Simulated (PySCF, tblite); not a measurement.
# C7H11OP: geometry, infrared bands and NMR shifts

Aim: predict the infrared bands and NMR shifts of C7H11OP (`C=C[P@]1(=O)CC=C(C)C1`).

Computed with tblite 0.8.0 and PySCF 2.14.0, with density-fitted response routines of our own, on a single molecule in the gas phase. Atoms are numbered from 0 throughout.

## Step 1: The starting structure

20 atoms, charge 0, multiplicity 1; geometry from: force field or distance geometry start.

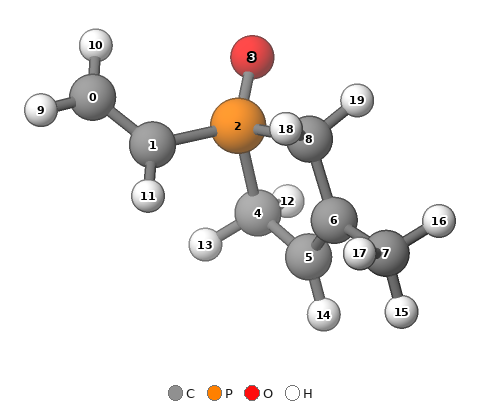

The starting geometry (carbon grey, phosphorus orange, oxygen red, hydrogen white), atoms numbered; sticks join atoms by distance.

## Step 2: Optimising the geometry with GFN2-xTB

What the job is given:

```
{"job": {"kind": "relax", "xc": "GFN2-xTB", "basis": "xTB"}, "charge": 0, "multiplicity": 1}
C      3.218100     0.962800    -0.307200
C      1.909400     0.661200    -0.468700
P      1.079500    -0.482700     0.582400
O      1.720000    -1.192600     1.720700
C      0.257300    -1.613000    -0.574000
C     -1.123800    -1.039200    -0.739500
C     -1.465200    -0.029800     0.079200
C     -2.791200     0.646900     0.092600
C     -0.423600     0.412700     1.078600
H      3.699300     1.671400    -0.960600
H      3.796300     0.510000     0.485100
H      1.355300     1.127600    -1.260700
H      0.195600    -2.618500    -0.151900
H      0.789100    -1.652200    -1.541500
H     -1.798500    -1.443200    -1.475300
H     -3.472200     0.221800    -0.654100
H     -3.275700     0.533300     1.069100
H     -2.684100     1.704600    -0.122800
H     -0.271700     1.500800     1.048500
H     -0.719100     0.128800     2.096900
```

Launch:

```console
> OMP_NUM_THREADS=1 python probes_run.py task.json out
```

The driver reads the jobs from task.json and runs them one after another.

**Question.** This job is followed by: GFN2-xTB harmonic vibrations, gas phase; GIAO PBE0/pcSseg-1 NMR shielding, non-relativistic, gas phase. Predict these results of the whole session: strongest single infrared mode (GFN2-xTB); zero-point energy (GFN2-xTB); 13C shifts against TMS (PBE0/pcSseg-1); 1H shifts against TMS (PBE0/pcSseg-1, means over atoms taken as alike); 31P shifts against H3PO4 (PBE0/pcSseg-1); 17O shifts against H2O (PBE0/pcSseg-1); surface potential, least and greatest.

As calculated:

| quantity | value |
| --- | --- |
| strongest single infrared mode (GFN2-xTB) | 1280 cm⁻¹, 289 km/mol |
| zero-point energy (GFN2-xTB) | 100.3 kcal/mol |
| 13C shifts against TMS (PBE0/pcSseg-1) | 144.5, 142.4, 140.1, 127.6, 39.9, 37.8, 24.0 ppm |
| 1H shifts against TMS (PBE0/pcSseg-1, means over atoms taken as alike) | 6.89, 6.56, 6.43, 5.67, 2.80, 2.63, 2.26, 1.98, 1.84 ppm |
| 31P shifts against H3PO4 (PBE0/pcSseg-1) | 32.3 ppm |
| 17O shifts against H2O (PBE0/pcSseg-1) | 95.2 ppm |
| surface potential, least and greatest | -2.30 V and 0.95 V |

What this shows: Over 85 steps the energy fell by 0.226 eV; of the close pairs, C1–P2 changed most, 1.761 to 1.813 Å. No mode is imaginary among the 54: a minimum at this level. The strongest single mode, at 1280 cm⁻¹, moves mainly O3 and P2. GFN2-xTB is a fitted tight-binding method: band positions and strengths are rough. Its intensities can rank the bands wrongly. At PBE0/pcSseg-1: The widest tensor belongs to P2: span 317 ppm, with a paramagnetic part of -678 ppm. By nearest atom (PBE0/pcSseg-1), the HOMO sits on C5, C6 about 31 % each and the LUMO on C0, C1 about 29 % each; H9, H10 about 9 % each.
